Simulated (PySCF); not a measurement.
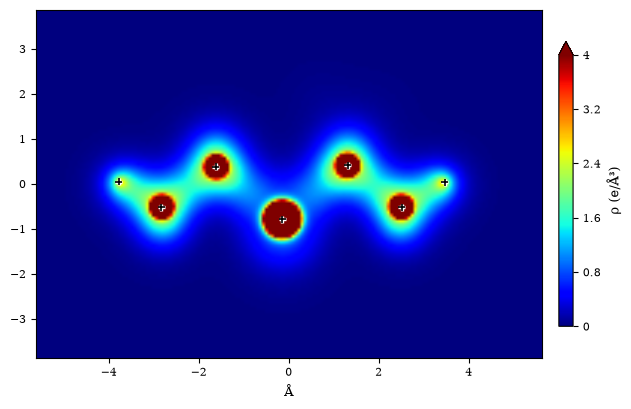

The total electron density on a plane through atoms (crosses mark nuclei in the plane).

These are results of PySCF 2.14.0, PBE0/pcSseg-1, SCF density, gas phase, non-relativistic, not measurements.

Candidates:
A. C$_{6}$H$_{14}$O$_{2}$P (charge −1)
B. C$_{3}$H$_{7}$B$_{3}$O$_{3}$ (SMILES C=CB1OBOB(C)O1)
C. C$_{2}$H$_{11}$ClOSi$_{3}$ (SMILES C[SiH2][SiH2]O[SiH2]CCl)

**Which system is this?**

Candidate A: C$_{6}$H$_{14}$O$_{2}$P on the plane of atoms P3, C6 and C7, which holds C, P and H. C–C (1.51 Å): the density is about 1.6 e/Å³ at the midpoint. C–P (1.88 Å): ρ is about 1.1 e/Å³ halfway.
